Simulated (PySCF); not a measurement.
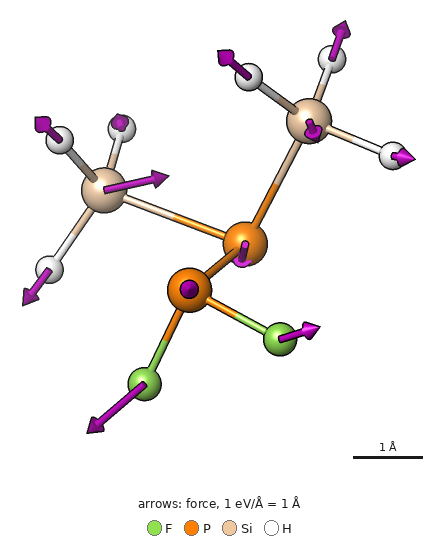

Starting geometry of Si2P2H6F2 with the computed forces as purple arrows. A ball-and-stick model, seen at a tilt.

The start comes from GFN2-xTB. Its atoms were then displaced at random by about 0.01 Å.

Level of theory: PBE0-D3(BJ)/def2-SVP geometry optimisation, gas phase in PySCF. 

### What follows when this structure is relaxed?

It isn't relaxed: the largest force vector, on an F atom, is 1.23 eV/Å. The final displacements have little in common with the starting forces (cosine between the two patterns −0.03). The energy falls by 5.90 kcal/mol in 18 geometry steps. The largest move after the best rigid fit is that of an F atom, 0.85 Å. By element the largest moves are F 0.85 Å, H 0.46 Å, P 0.38 Å, Si 0.19 Å. Among the contacts that change: P–P 2.163 → 2.239 Å, H–Si 1.453 → 1.494 Å, P–Si 2.232 → 2.269 Å, F–P 1.588 → 1.611 Å. Bond angles that change, for instance: Si–P–Si 102.4° → 95.5°, P–P–Si 90.0° → 95.5°, P–Si–H 105.0° → 109.4°. Groups turn about P–P by about 40°. The run took 2.1 min on 1 thread of Arm Neoverse V2, on a shared host.
